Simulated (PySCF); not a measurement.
# C4H4OSSi (SMILES C#CC(=C=S)[SiH2]O): what the fields show

```xyz
11

C    -1.1904   -2.1418   -0.1342
C    -0.9884   -0.9565   -0.1467
C    -0.6405    0.4012   -0.1293
C    -1.4446    1.4097   -0.2598
S    -2.2513    2.7377   -0.3865
Si    1.2401    0.7392    0.0732
O     1.8376   -0.3574    1.1019
H    -1.4317   -3.1619   -0.1418
H     1.8316    0.5965   -1.2578
H     1.4703    2.0103    0.7336
H     1.5728   -1.2744    1.0912
```

Geometry: GFN2-xTB.

Level of theory: CAM-B3LYP/def2-SVPD, SCF density, gas phase in PySCF.

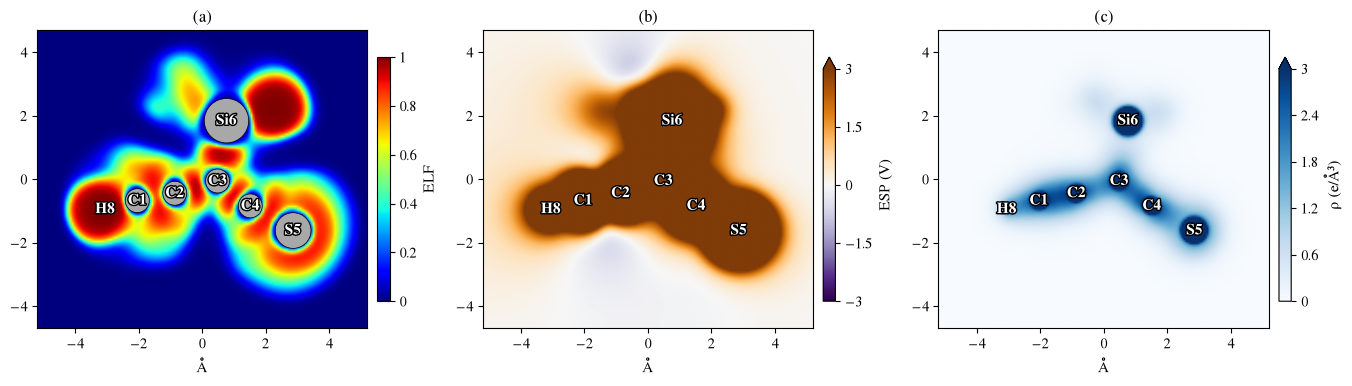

Figure 1. (a) ELF; (b) electrostatic potential; (c) total electron density on the plane of atoms C2, C3 and C4. Grey discs cover the atomic cores in the ELF map.

Describe what can be read from this map.

Atoms in the plane: C, S, Si and H.
C–C (1.20 Å): ρ is about 2.7 e/Å³ halfway; the ELF peaks at about 0.85 between the atoms: a multiple bond.
C–S (1.56 Å): ρ at the midpoint is about 1.8 e/Å³; the ELF peaks at about 0.90 between the atoms, as expected for localised, covalent bonding.
C–Si (1.92 Å): the density is about 0.85 e/Å³ at the midpoint; the ELF peaks at about 0.95 between the atoms; a covalent bond.
C–C (1.30 Å): ρ is about 2.4 e/Å³ halfway; the ELF peaks at about 0.90 between the atoms: a multiple bond.
C–H (1.05 Å): ρ is about 2.1 e/Å³ halfway; the ELF climbs to about 1 towards the hydrogen, as it does in any bond to H; an ordinary covalent bond to hydrogen.
The ELF also peaks beside S5, away from the bonds: lone-pair regions.
Outside the dense part of the molecule the potential is most negative (−0.7 V) near O7, which lies off the plane.

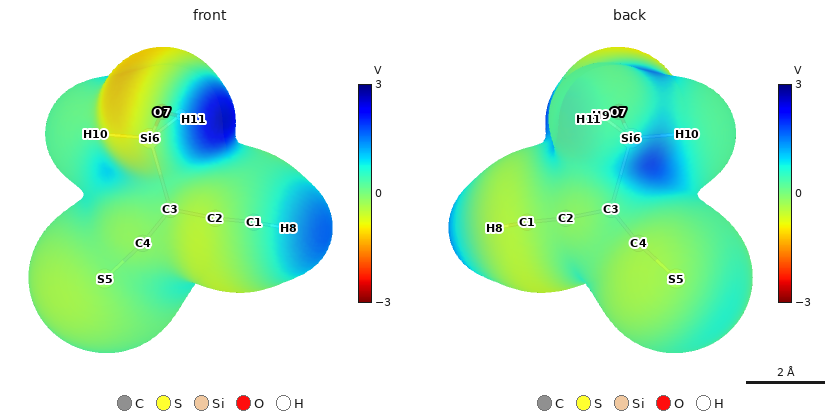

Figure 2. The electrostatic potential painted on the density surface at 0.002 e/bohr³, seen from the front and from behind; red is negative and blue positive.

Which sites attract a positive test charge, and which a negative one?

A positive charge is drawn to the negative regions and a negative charge to the positive ones. The most negative region (about −1.2 V) lies over O7, the most positive (about +2.5 V) over H11. O7 is the likeliest acceptor of a hydrogen bond.

What dipole moment does the calculation give?

Its dipole moment is 1.12 D.
